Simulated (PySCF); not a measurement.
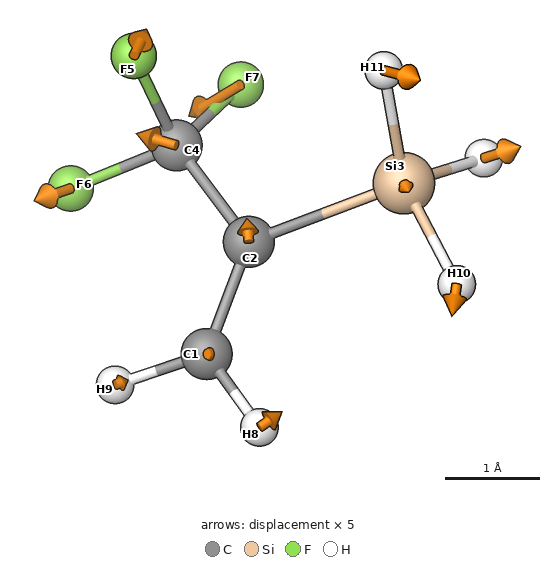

A relaxation of C3H5F3Si. The starting structure is drawn; orange arrows show the displacements, 5 times their true length. The two geometries are superimposed by the best rigid fit.

The picture is a ball-and-stick view, seen at a tilt.

The start comes from GFN2-xTB. Its atoms were then displaced at random by about 0.01 Å.

Computed with PBE0-D3(BJ)/def2-SVP geometry optimisation, gas phase in PySCF 2.14.0, density-fitted response routines. 

> What did the optimiser do to the structure, and how much energy did it gain?

Over 5 geometry steps the energy falls by 4.96 kcal/mol. An F atom moves most after the best rigid fit: 0.18 Å. By element the largest moves are F 0.18 Å, H 0.14 Å, C 0.10 Å, Si 0.03 Å. Some distances before and after: C–C 1.294 → 1.337 Å, C–F 1.377 → 1.335 Å, H–Si 1.451 → 1.491 Å, C–C 1.462 → 1.502 Å. Bond angles that change, for instance: Si–C–C 112.6° → 118.4°, C–C–Si 125.8° → 121.8°, F–C–F 104.0° → 107.3°.
